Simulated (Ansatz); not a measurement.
The calculation's input:

```
crystal:
  periodic: [false, false, false]
  atoms:
    - {symbol: Si, position_ang: [-0.624732, 0.104701, -0.576512]}
    - {symbol: F, position_ang: [1.275020, 0.176240, -0.871657]}
    - {symbol: H, position_ang: [-0.933360, -1.216357, -1.158551]}
    - {symbol: H, position_ang: [-1.708373, 0.563673, 0.334621]}
    - {symbol: H, position_ang: [-0.631369, 1.164722, -1.620044]}
    - {symbol: H, position_ang: [1.452606, -0.294728, 0.133015]}
    - {symbol: Se, position_ang: [0.562347, -0.894849, 1.530669]}
    - {symbol: H, position_ang: [0.607860, 0.396599, 2.228458]}
basis:
  gaussian: {orbitals: def2-TZVPP}
hamiltonian: {xc: pbe0, dispersion: d4}
output: {orbitals: {seedname: orbitals}}
```

Command:

```sh
ansatz run in.yaml --threads 4 --pin off --events-out ev --progress --plain --max-ram 9574MiB
```

A transition-state structure; geometry: PBE0-D4/def2-TZVP.

The calculation used Ansatz, RKS PBE0-D4/def2-TZVPP.

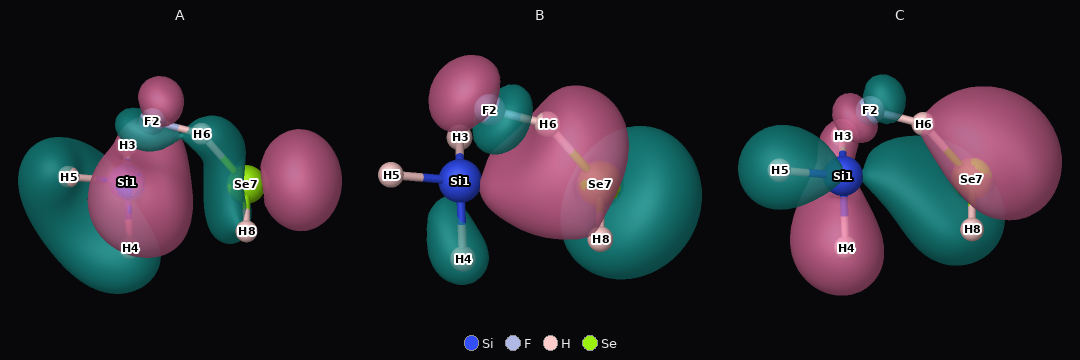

H$_{3}$Si···FH$_{2}$Se. Three frontier orbitals at ±0.08 Å⁻³ᐟ² (teal and pink are the two phases), in no order.

Question: Order the three orbitals by energy and name them.

Answer: B is the HOMO−1 (−8.26 eV). By Hirshfeld shares it lies mainly on Se7 (about 65 %), F2 (about 15 %) and H6 (about 5 %); largely a lone pair of Se7. C is the HOMO (−7.41 eV). It lies mainly on Se7 (about 60 %), Si1 (about 15 %) and H4 (about 10 %). A is the LUMO (−1.09 eV). By Hirshfeld shares it lies mainly on Si1 (about 50 %), Se7 (about 20 %), H4 (about 10 %) and F2 (about 10 %).

Question: What is the HOMO–LUMO gap?

Answer: 6.32 eV between the orbital energies.
